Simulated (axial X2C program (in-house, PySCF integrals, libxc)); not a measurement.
**Relativistic diatomic calculation, with input and output: IGe⁻**

System: IGe⁻, single determinant with M_S = 1 and |Λ| = 0.
Method: BHandHLYP, spin-free X2C-1e, I dyall-acv3z, Ge dyall-acv3z (cores contracted) (axial X2C program (in-house, PySCF integrals, libxc)).

**The program's output**
```
spin-free X2C-1e  BHandHLYP
basis functions 264  fitting functions 1375  grid points 5806
iter        total energy     max residual
   1      -9214.589707724     1.02e-01
   2      -9214.592463836     4.42e-03
   3      -9214.592477004     4.83e-03
   4      -9214.592634460     3.30e-04
   5      -9214.592637555     1.69e-04
   6      -9214.592638500     1.11e-04
   7      -9214.592638928     4.64e-05
   8      -9214.592639028     2.11e-05
   9      -9214.592639049     5.61e-06
  10      -9214.592639050     2.73e-06
converged
one-electron -13346.50534574  Coulomb 4069.72489768  exact exchange -129.53728827  xc functional -134.15890770  nuclear repulsion 325.88400498
```

**The points of the curve**

| R (Å) | E (hartree) | dipole (D; origin at the first atom, positive when the second is positive) | highest filled (eV) | lowest empty (eV) |
| --- | --- | --- | --- | --- |
| 2.589 | −9214.589283 | −7.10 | −0.45 | 3.00 |
| 2.671 | −9214.591723 | −6.88 | −0.58 | 2.98 |
| 2.754 | −9214.592639 | −6.65 | −0.70 | 2.95 |
| 2.850 | −9214.592331 | −6.38 | −0.84 | 2.91 |
| 2.947 | −9214.591009 | −6.12 | −0.99 | 2.85 |
| 3.071 | −9214.588380 | −5.78 | −1.16 | 2.74 |

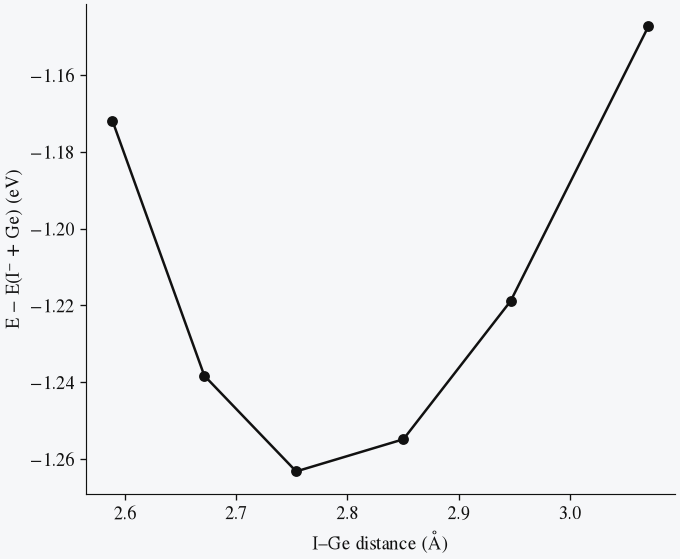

Figure 1. Energy at 6 bond lengths, for one set of occupations held fixed; the line joins the points. A polynomial of degree 4 through 6 points gives rₑ = 2.778 Å, ωₑ = 152.2 cm⁻¹, ωₑxₑ = 0.62 cm⁻¹ and Bₑ = 0.04677 cm⁻¹. The minimum lies 1.26 eV below I⁻ + Ge, each computed as one determinant at the same level.

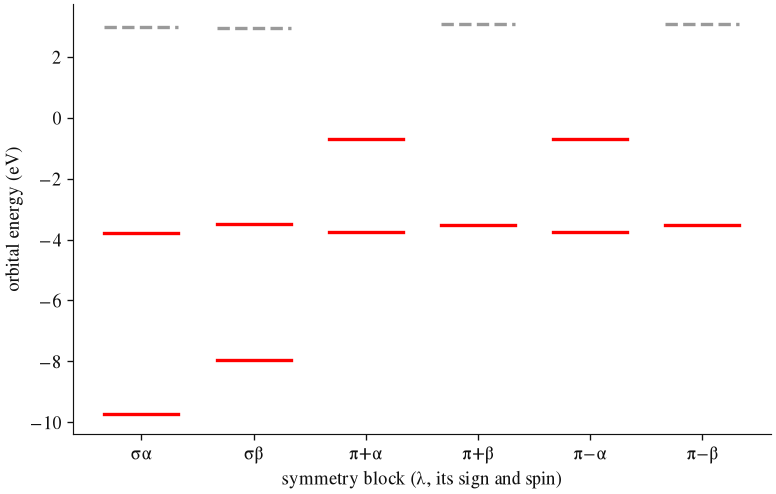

Figure 2. Orbital energies near the frontier at 2.75 Å, filled (solid) and empty (dashed); a label such as π−α means λ = −1 and α spin. The highest filled orbital (π−α; 80 % Ge p, 7 % I d) lies at −0.70 eV, the lowest empty one (σβ; 86 % Ge p, 9 % I p) at 2.95 eV.

**Input file**
```
{"zs": [53, 32], "q": -1, "bas": ["dyall-acv3z", "dyall-acv3z"], "levels": ["PBE0", "HF", "BHandHLYP"], "cc": true, "r0": 2.54, "thr": -1.0, "nmax": 90, "npts": 10, "nst": 2, "ntry": 6}
```

The line is the task of a batch: nuclear charges, charge, bases, the levels to run, a first guess of the distance and further settings. This report covers BHandHLYP without spin-orbit coupling. The log is that of the reference distance 2.754 Å.

Launched within a batch (the task file carries these settings):
```bash
python <driver script> task.json out
```

**Results in brief**

- outcome: converged
- bond length rₑ: 2.778 Å
- ωₑ: 152.2 cm⁻¹
- energy at the minimum: −9214.59268 hartree
- depth below the fragments: 1.26 eV
- largest ⟨S²⟩ along the curve: 2.01
- hardware: 1 thread of Intel Xeon (Granite Rapids), 64 GiB of memory available, shared host
- wall time: 6.3 s

**Remarks**

Caveats: 6 of the 10 points asked for were kept.
